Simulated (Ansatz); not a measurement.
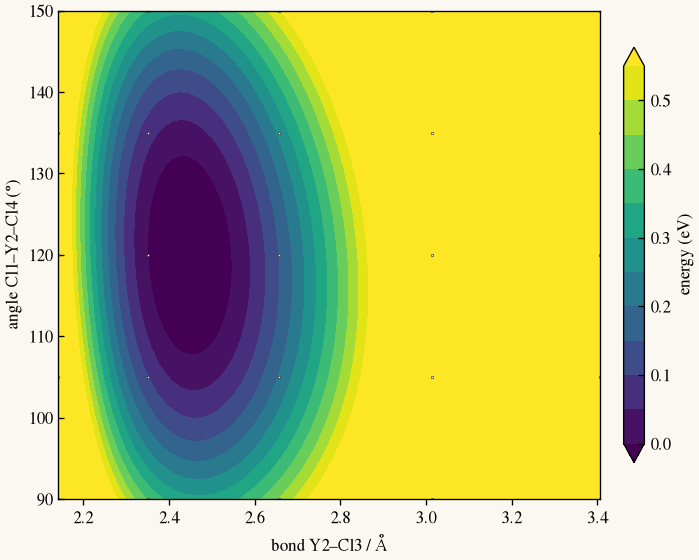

Cl₃Y, SMILES [Cl][Y]([Cl])[Cl]. Two internal coordinates are moved rigidly from the geometry relaxed at PBE0-D4/def2-TZVP, all others fixed. Coordinates scanned: (1) bond Y2–Cl3; (2) angle Cl1–Y2–Cl4. Grid: 5 × 5 points. Energies: eV, counted from the lowest grid point. Level of theory: RKS PBE-D4/def2-TZVPP (Ansatz 0.2.0).

In the figure: filled contours, dots at the grid points, one colour for all values above the top of the scale. Between grid points the surface is interpolated.

Q: Where is the minimum, and how stiff is the well along each coordinate?

A: The interpolated minimum is at bond Y2–Cl3 ≈ 2.447 Å, angle Cl1–Y2–Cl4 ≈ 120°. The curvatures there are about 13 eV/Å² and 2.4 eV/rad², with a cross term of about 0.63 eV/(Å·rad). Round the minimum the two coordinates are weakly coupled (coupling 0.11 in units of the two stiffnesses).
